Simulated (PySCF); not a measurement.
# OsF (quartet): what the fields show

```xyz
2

Os    0.0000    0.0000   -0.1635
F     0.0000    0.0000    1.6525
```

Core potentials replace the inner electrons of Os.

Computed with PBE0/def2-TZVPP, non-relativistic Hamiltonian with scalar-relativistic core potentials where named, at a bond length of 1.816 Å (PySCF 2.14.0).

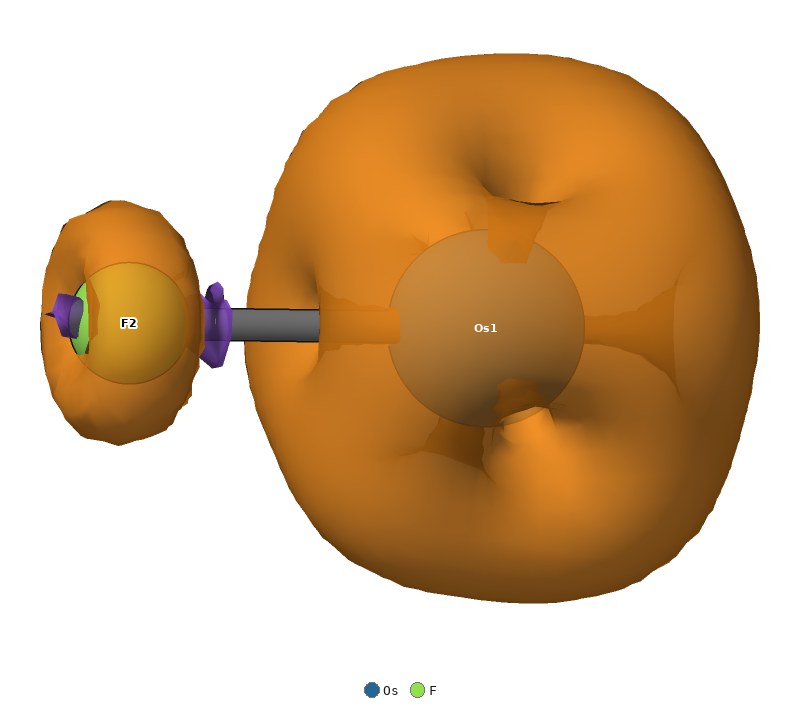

Figure 1. Isosurfaces of the spin density at +0.08 (orange) and −0.08 e/Å³ (purple), seen from one side.

Describe the spin distribution.

Answer. The unpaired spin (3 electrons) lies mostly on Os1 (about 2.8) and F2 (about 0.2), in electrons by Hirshfeld's partition.

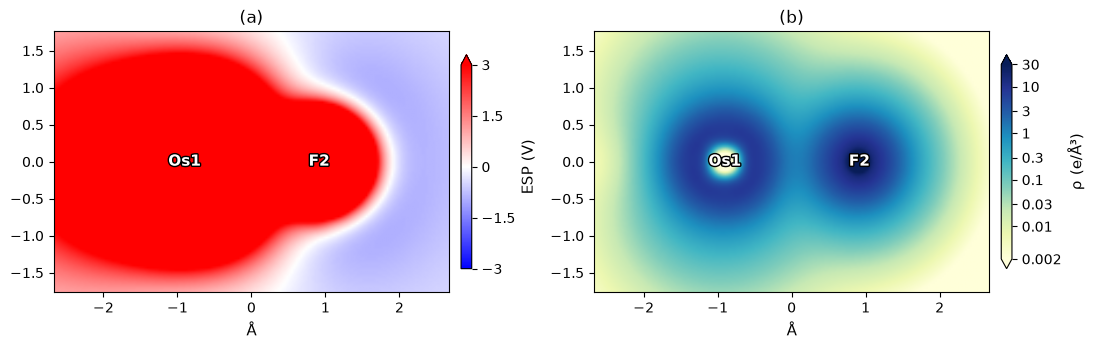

Figure 2. (a) molecular electrostatic potential; (b) electron density on a plane that holds the molecular axis.

Interpret the plot.

Answer. The section cuts through Os and F sites.
Os–F (1.82 Å): ρ at the midpoint is about 1.3 e/Å³.
Outside the dense part of the molecule the potential is most negative (−0.9 V) near F2.

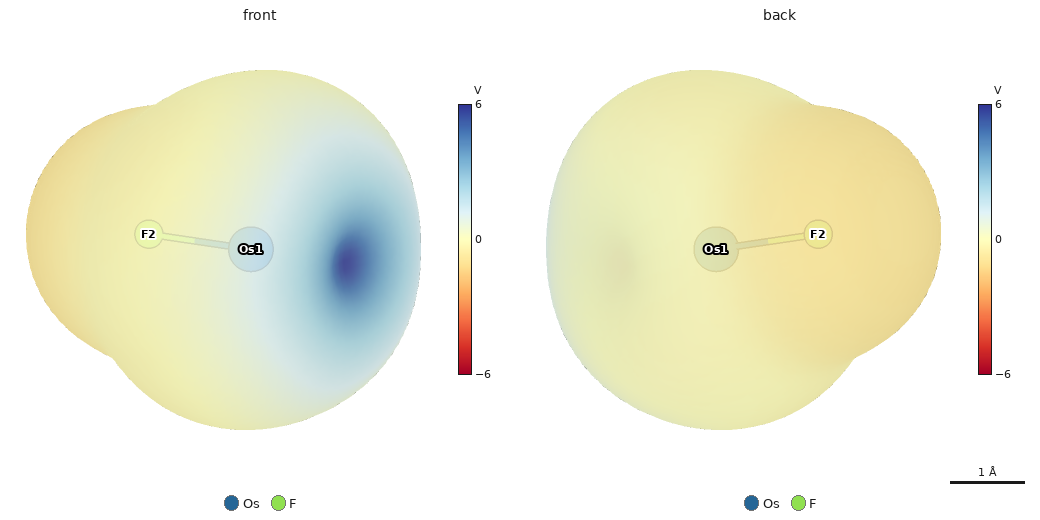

Figure 3. The molecular electrostatic potential painted on the density surface at 0.001 e/bohr³, seen from the front and from behind; the colour scale runs from red (negative) to blue (positive).

Which sites attract a positive test charge, and which a negative one?

Answer. A positive charge is drawn to the negative regions and a negative charge to the positive ones. The most negative region (about −0.8 V) lies over F2, the most positive (about +5.1 V) over Os1.
